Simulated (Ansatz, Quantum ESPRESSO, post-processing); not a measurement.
# Os(0001), 4 layers, one monolayer of F on fcc sites against a metal electrode, part 4 of 6

How does the Fermi level of Os(0001), 4 layers, one monolayer of F on fcc sites move as charge is added against a counter-electrode?

Quantum ESPRESSO 7.5; plane-wave DFT, PBE, GBRV ultrasoft pseudopotentials; geometry by Ansatz 0.2.0 with PAW datasets.

So far. Step 7 (SCF with pw.x: charge 0.0195 e): The electrode's potential over the Fermi level goes from 9.042 to 10.523 eV, the far face's from 5.361 to 5.359 eV.

## 8. Self-consistent run: charge 0.039 e

Contents of q5.in:

```
&control
  prefix = 'q5'
  outdir = './out'
  pseudo_dir = './pseudo'
  calculation = 'scf'
  tprnfor = .true.
/
&system
  ibrav = 0
  nat = 5
  ntyp = 2
  ecutwfc = 40
  ecutrho = 200
  occupations = 'smearing'
  smearing = 'mv'
  degauss = 0.02
  assume_isolated = 'esm'
  esm_bc = 'bc3'
  tot_charge = 0.039
/
&electrons
  conv_thr = 1e-08
  mixing_beta = 0.4
  electron_maxstep = 120
  mixing_mode = 'local-TF'
  startingpot = 'file'
/
ATOMIC_SPECIES
  Os  190.2300  os_pbe_v1.2.uspp.F.UPF
  F   18.9984  f_pbe_v1.4.uspp.F.UPF
CELL_PARAMETERS angstrom
  2.74000000001769 0.00000000000000 0.00000000000000
  1.37000000000884 2.37290960638468 0.00000000000000
  0.00000000000000 0.00000000000000 24.48969000000000
ATOMIC_POSITIONS crystal
  Os  0.666666666667 0.666666666667 -0.068350674544
  Os  -0.000000000000 -0.000000000000 0.019981599156
  Os  0.666666666667 0.666666666667 0.109861094108
  Os  -0.000000000000 -0.000000000000 0.194647382651
  F   0.333333333333 0.333333333333 0.262718181850
K_POINTS automatic
  12 12 1 0 0 0
```

On the command line:

```bash
$ cp -r out/q4.save out/q5.save
$ OMP_NUM_THREADS=1 mpirun -n 4 pw.x -nk 4 -in q5.in > q5.out
```

The log of the run:

```text
[banner, memory and clock lines left out]
Program PWSCF v.7.5 starts
[...]
Message from routine setup:
[...]
number of electrons       =        70.96
     number of Kohn-Sham states=           43
     kinetic-energy cutoff     =      40.0000  Ry
     charge density cutoff     =     200.0000  Ry
[...]
number of k points=    19  Marzari-Vanderbilt smearing, width (Ry)=  0.0200
[...]
Dense  grid:    51371 G-vectors     FFT dimensions: (  24,  24, 216)
[...]
The initial density is read from file :
[...]
negative rho (up, down):  4.986E-01 0.000E+00
     Starting wfcs are   56 randomized atomic wfcs
[...]
negative rho (up, down):  4.988E-01 0.000E+00
[...]
estimated scf accuracy    <       6.00517012 Ry
[...]
negative rho (up, down):  4.997E-01 0.000E+00
[...]
estimated scf accuracy    <       0.17778886 Ry
[...]
negative rho (up, down):  5.001E-01 0.000E+00
[...]
estimated scf accuracy    <       0.01869460 Ry
[...]
negative rho (up, down):  5.001E-01 0.000E+00
[...]
estimated scf accuracy    <       0.00838042 Ry
[...]
negative rho (up, down):  4.995E-01 0.000E+00
[...]
estimated scf accuracy    <       0.00572275 Ry
[...]
negative rho (up, down):  4.983E-01 0.000E+00
[...]
estimated scf accuracy    <       0.00946724 Ry
[...]
negative rho (up, down):  4.982E-01 0.000E+00
[...]
estimated scf accuracy    <       0.00054383 Ry
[...]
negative rho (up, down):  4.983E-01 0.000E+00
[...]
estimated scf accuracy    <       0.00190665 Ry
[...]
negative rho (up, down):  4.987E-01 0.000E+00
[...]
estimated scf accuracy    <       0.00133404 Ry
[...]
negative rho (up, down):  4.987E-01 0.000E+00
[...]
estimated scf accuracy    <       0.00055857 Ry
[...]
negative rho (up, down):  4.985E-01 0.000E+00
[...]
estimated scf accuracy    <       0.00048356 Ry
[...]
negative rho (up, down):  4.987E-01 0.000E+00
[...]
estimated scf accuracy    <       0.00025264 Ry
[...]
negative rho (up, down):  4.986E-01 0.000E+00
[...]
estimated scf accuracy    <       0.00088612 Ry
[...]
negative rho (up, down):  4.986E-01 0.000E+00
[...]
estimated scf accuracy    <       0.00031328 Ry
[...]
negative rho (up, down):  4.987E-01 0.000E+00
[...]
estimated scf accuracy    <       0.00004482 Ry
[...]
negative rho (up, down):  4.987E-01 0.000E+00
[...]
estimated scf accuracy    <       0.00003189 Ry
[...]
negative rho (up, down):  4.987E-01 0.000E+00
[...]
estimated scf accuracy    <       0.00003564 Ry
[...]
negative rho (up, down):  4.987E-01 0.000E+00
[...]
estimated scf accuracy    <       0.00000310 Ry
[...]
negative rho (up, down):  4.988E-01 0.000E+00
[...]
estimated scf accuracy    <       0.00000129 Ry
[...]
negative rho (up, down):  4.988E-01 0.000E+00
[...]
estimated scf accuracy    <       0.00000103 Ry
[...]
negative rho (up, down):  4.988E-01 0.000E+00
[...]
estimated scf accuracy    <       0.00000077 Ry
[...]
negative rho (up, down):  4.988E-01 0.000E+00
[...]
estimated scf accuracy    <       0.00000116 Ry
[...]
negative rho (up, down):  4.988E-01 0.000E+00
[...]
estimated scf accuracy    <       0.00000002 Ry
[...]
negative rho (up, down):  4.988E-01 0.000E+00
[...]
estimated scf accuracy    <       0.00000004 Ry
[...]
negative rho (up, down):  4.988E-01 0.000E+00
[...]
estimated scf accuracy    <       0.00000002 Ry
[...]
negative rho (up, down):  4.988E-01 0.000E+00
[...]
estimated scf accuracy    <       0.00000003 Ry
[...]
negative rho (up, down):  4.988E-01 0.000E+00
[...]
the Fermi energy is   -13.5044 ev
!    total energy              =    -842.72718745 Ry
     estimated scf accuracy    <          1.9E-09 Ry
     smearing contrib. (-TS)   =      -0.00137128 Ry
     internal energy E=F+TS    =    -842.72581617 Ry
[...]
one-electron contribution =  -88934.95128631 Ry
     hartree contribution      =   44420.40466976 Ry
     xc contribution           =    -158.94745917 Ry
     ewald contribution        =   43830.76825955 Ry
     convergence has been achieved in  27 iterations
     negative rho (up, down):  4.988E-01 0.000E+00
[...]
Total force =     0.032934     Total SCF correction =     0.000370
[...]
```

Wall time 86 s (4 MPI ranks of Arm Neoverse V2, shared host); peak memory 0.83 GiB; 5.7 min of CPU time.

Numbers from this step:

```
Fermi energy                                                   : -13.50 eV
vacuum line at the lower end of the cell, over the Fermi level : 5.360 eV
slope of the potential above                                   : 1.085 eV/Å
vacuum line at the upper end of the cell, over the Fermi level : 13.51 eV
```

The electrode's potential over the Fermi level goes from 10.523 to 13.505 eV, the far face's from 5.359 to 5.360 eV.

Gauss's law asks for a slope of 180.95 q/A = 1.085 eV/Å in the gap; the run gives 1.085.

Each curve counts from the Fermi level of its own run.

The potential energy (potential at -0.0195 e) oscillates, so the rows of the table below give means over windows of 1.13 Å about each position, cut where the curve ends. Its maxima inside the range that stand out by 2 % of the span (Å: eV): -1.7: -10.6, -0.6: -2.80, 0.5: -11.2, 1.6: -2.69, 2.7: -11.3, 3.7: -3.89, 4.8: -11.1, 5.9: -1.80, 7.7: 6.88. Its minima: -2.0: -13.6, -1.2: -14.0, 0.1: -14.4, 0.9: -14.5, 2.3: -14.5, 3.1: -14.5, 4.3: -14.3, 5.2: -14.8, 6.3: -6.18.

The runs together. Potential energy against z; means over each step:

```tsv
z (Å)	potential at -0.0195 e (eV)	potential at -0.0098 e (eV)	potential at 0 e (eV)	potential at 0.0098 e (eV)	potential at 0.0195 e (eV)	potential at 0.039 e (eV)
-11.68	5.35	5.36	5.36	5.36	5.36	5.36
-10.55	5.35	5.36	5.36	5.36	5.36	5.36
-9.42	5.35	5.36	5.36	5.36	5.36	5.36
-8.29	5.35	5.36	5.36	5.36	5.36	5.36
-7.16	5.35	5.36	5.36	5.36	5.36	5.36
-6.03	5.35	5.36	5.36	5.36	5.36	5.36
-4.90	5.33	5.33	5.34	5.34	5.33	5.34
-3.77	4.86	4.87	4.87	4.87	4.87	4.87
-2.64	-3.17	-3.16	-3.16	-3.16	-3.17	-3.17
-1.51	-12.0	-11.9	-11.9	-11.9	-11.9	-12.0
-0.38	-7.62	-7.61	-7.61	-7.61	-7.61	-7.61
0.75	-11.9	-11.9	-11.9	-11.9	-11.9	-11.9
1.88	-7.91	-7.91	-7.91	-7.91	-7.91	-7.91
3.01	-11.6	-11.6	-11.6	-11.6	-11.6	-11.6
4.14	-9.55	-9.56	-9.56	-9.57	-9.57	-9.58
5.27	-10.1	-10.1	-10.1	-10.1	-10.1	-10.1
6.40	-2.80	-2.75	-2.69	-2.64	-2.58	-2.47
7.53	6.41	6.63	6.86	7.08	7.31	7.77
8.66	6.52	7.03	7.54	8.06	8.57	9.61
9.79	5.91	6.73	7.55	8.37	9.19	10.8
10.92	5.30	6.42	7.55	8.68	9.81	12.1
12.05	4.82	6.18	7.55	8.92	10.3	13.0
```

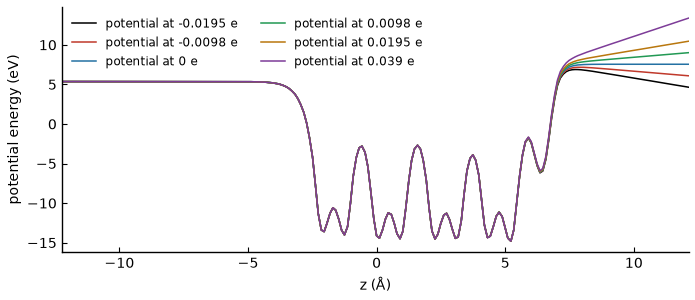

Potential energy, plotted against z.

## 9. Potential against charge, and the capacitance

Numbers from this step:

* mean capacitance (straight-line fit): 1.616 μF/cm²
* effective gap ε₀/C: 5.480 Å

Table of electrode's potential less the Fermi level by charge of the slab:

```tsv
charge of the slab (1e13 e/cm²)	electrode's potential less the Fermi level (eV)
-3.00	4.58
-1.51	6.06
0.00	7.55
1.51	9.04
3.00	10.5
6.00	13.5
```

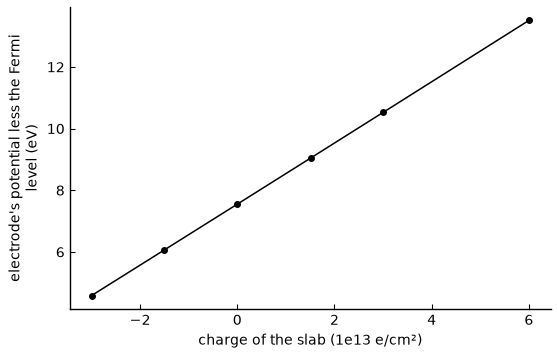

Electrode's potential less the Fermi level, plotted against charge of the slab.

Differential capacitance against charge of the slab:

```tsv
charge of the slab (1e13 e/cm²)	differential capacitance (μF/cm²)
-2.25	1.62
-0.75	1.62
0.75	1.62
2.25	1.61
4.50	1.61
```

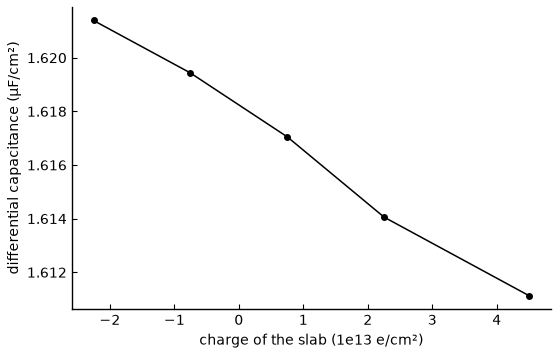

Differential capacitance against charge of the slab.

## 10. Ground state: constant Fermi level -4.0 eV

GC-SCF turns the question round: the Fermi level is set (gcscf_mu, against the electrode) and the charge is found.

mu0.in is the input of step 8 with these lines changed:

```diff
@@ -1,3 +1,3 @@
 &control
-  prefix = 'q5'
+  prefix = 'mu0'
   outdir = './out'
@@ -18,10 +18,14 @@
   esm_bc = 'bc3'
-  tot_charge = 0.039
+  lgcscf = .true.
+  gcscf_mu = -4.0
+  gcscf_conv_thr = 0.001
 /
 &electrons
-  conv_thr = 1e-08
-  mixing_beta = 0.4
-  electron_maxstep = 120
-  mixing_mode = 'local-TF'
-  startingpot = 'file'
+  conv_thr = 1e-09
+  mixing_beta = 0.2
+  electron_maxstep = 160
+  mixing_mode = 'TF'
+  diagonalization = 'rmm-davidson'
+  diago_rmm_conv = .false.
+  diago_full_acc = .true.
 /
```

On the command line:

```bash
$ OMP_NUM_THREADS=1 mpirun -n 4 pw.x -nk 4 -in mu0.in > mu0.out
```

The log of the run:

```text
[banner, memory and clock lines left out]
Program PWSCF v.7.5 starts

          URL

     Message from routine iosys:
     eigenvalues have to be converged: diago_rmm_conv=.TRUE.
     Message from routine setup:
     using ibrav=0 with symmetry is DISCOURAGED, use correct ibrav instead

     G-vector sticks info

     bravais-lattice index     =            0
     lattice parameter (alat)  =       5.1778  a.u.
     unit-cell volume          =    1074.5129 (a.u.)^3
     number of atoms/cell      =            5
     number of atomic types    =            2
     number of electrons       =        71.00
     number of Kohn-Sham states=           43
     kinetic-energy cutoff     =      40.0000  Ry
     charge density cutoff     =     200.0000  Ry
     scf convergence threshold =      1.0E-09
     mixing beta               =       0.2000
     number of iterations used =            8  TF        mixing
     Exchange-correlation=  SLA  PW   PBX  PBC
                           (   1   4   3   4   0   0   0)

     Effective Screening Medium Method
     Boundary Conditions: Vacuum-Slab-Metal
     total charge in unit cell        =   0.0000
     grid points for fit at edges     =        4

     >>>>> Grand-Canonical SCF is activated <<<<<
     Initial Total Charge  =     0.000000 e
     Target Fermi Energy   =    -4.000000 eV
     Thr. of Fermi Energy  =     0.001000 eV
     Wave-shift of Kerker  =     0.400000 bohr^-1
     Wave-shift of Hartree =     1.500000 bohr^-1
     Mixing Rate of Fermi  =     0.050000

     celldm(1)=   5.177850  celldm(2)=   0.000000  celldm(3)=   0.000000
     celldm(4)=   0.000000  celldm(5)=   0.000000  celldm(6)=   0.000000

     crystal axes: (cart. coord. in units of alat)
               a(1) = (   1.000000   0.000000   0.000000 )
               a(2) = (   0.500000   0.866025   0.000000 )
               a(3) = (   0.000000   0.000000   8.937843 )

     reciprocal axes: (cart. coord. in units 2 pi/alat)
               b(1) = (  1.000000 -0.577350  0.000000 )
               b(2) = (  0.000000  1.154701  0.000000 )
               b(3) = (  0.000000  0.000000  0.111884 )

     PseudoPot. # 1 for Os read from file:
     ./pseudo/os_pbe_v1.2.uspp.F.UPF
     Pseudo is Ultrasoft + core correction, Zval = 16.0
     Generated by new atomic code, or converted to UPF format
     Using radial grid of  983 points,  8 beta functions with:
                l(1) =   0
                l(2) =   0
                l(3) =   1
                l(4) =   1
                l(5) =   2
                l(6) =   2
                l(7) =   3
                l(8) =   3
     Q(r) pseudized with  8 coefficients,  rinner =    1.150   1.150   1.150
                                                       1.150   1.150   1.150
                                                       1.150

[...]
5        F      tau(   5) = (   0.5000000   0.2886751   2.3481339  )

     number of k points=    19  Marzari-Vanderbilt smearing, width (Ry)=  0.0200
                       cart. coord. in units 2pi/alat
        k(    1) = (   0.0000000   0.0000000   0.0000000), wk =   0.0138889
        k(    2) = (   0.0000000   0.0962250   0.0000000), wk =   0.0833333
        k(    3) = (   0.0000000   0.1924501   0.0000000), wk =   0.0833333
        k(    4) = (   0.0000000   0.2886751   0.0000000), wk =   0.0833333
        k(    5) = (   0.0000000   0.3849002   0.0000000), wk =   0.0833333
        k(    6) = (   0.0000000   0.4811252   0.0000000), wk =   0.0833333
        k(    7) = (   0.0000000  -0.5773503   0.0000000), wk =   0.0416667
        k(    8) = (   0.0833333   0.1443376   0.0000000), wk =   0.0833333
        k(    9) = (   0.0833333   0.2405626   0.0000000), wk =   0.1666667
        k(   10) = (   0.0833333   0.3367877   0.0000000), wk =   0.1666667
        k(   11) = (   0.0833333   0.4330127   0.0000000), wk =   0.1666667
        k(   12) = (   0.0833333  -0.6254628   0.0000000), wk =   0.1666667
        k(   13) = (   0.1666667   0.2886751   0.0000000), wk =   0.0833333
        k(   14) = (   0.1666667   0.3849002   0.0000000), wk =   0.1666667
        k(   15) = (   0.1666667  -0.6735753   0.0000000), wk =   0.1666667
        k(   16) = (   0.1666667  -0.5773503   0.0000000), wk =   0.0833333
        k(   17) = (   0.2500000  -0.7216878   0.0000000), wk =   0.0833333
        k(   18) = (   0.2500000  -0.6254628   0.0000000), wk =   0.1666667
        k(   19) = (   0.3333333  -0.5773503   0.0000000), wk =   0.0277778

     Dense  grid:    51371 G-vectors     FFT dimensions: (  24,  24, 216)

     Smooth grid:    36919 G-vectors     FFT dimensions: (  24,  24, 192)

     Initial potential from superposition of free atoms

     starting charge      68.9999, renormalised to      71.0000

     negative rho (up, down):  5.063E-01 0.000E+00
     Starting wfcs are   56 randomized atomic wfcs

     per-process dynamical memory:    68.5 Mb

     Self-consistent Calculation

     iteration #  1     ecut=    40.00 Ry     beta= 0.20
     Davidson diagonalization with overlap
     c_bands:  1 eigenvalues not converged
     ethr =  1.00E-05,  avg # of iterations =102.3

     negative rho (up, down):  5.031E-01 0.000E+00

     total energy              =    -799.87177241 Ry
     estimated scf accuracy    <      13.22037772 Ry

     total charge of GC-SCF    =      -0.04857205 e
     the Fermi energy          =     -21.34509856 eV
                        (error :      17.34509856 eV)

     iteration #  2     ecut=    40.00 Ry     beta= 0.20
     Davidson diagonalization with overlap
     c_bands:  1 eigenvalues not converged
     ethr =  1.00E-05,  avg # of iterations =123.7

     negative rho (up, down):  5.104E-01 0.000E+00

     total energy              =    -833.71951515 Ry
     estimated scf accuracy    <      12.91191031 Ry

     total charge of GC-SCF    =      -0.03666538 e
     the Fermi energy          =      12.46575784 eV
                        (error :      16.46575784 eV)

     iteration #  3     ecut=    40.00 Ry     beta= 0.20
     RMM-DIIS diagonalization
     c_bands:  8 eigenvalues not converged
[MPI's abort notice left out]

"abort". This may have caused other processes in the application to be
terminated by signals sent by prterun (as reported here).
```

Wall time 88 s (4 MPI ranks); peak memory 0.54 GiB.

The run ended with an error.

(Part 4 of 6 ends here.)

[Logs are printed without paths, hosts, clocks, repeated set-up lines and the standing remarks that a program may print on its own settings, such as how far it seeks lower states.]

[Hosts, paths, dates, database ids (printed as entryN), source tags and the programs' standing remarks are cut or masked in the printed files.]

[Maps of the electrostatic potential energy from Ansatz leave out the sawtooth potential of an applied field or a dipole correction, so their vacuum need not be flat; planar profiles and work functions include it.]
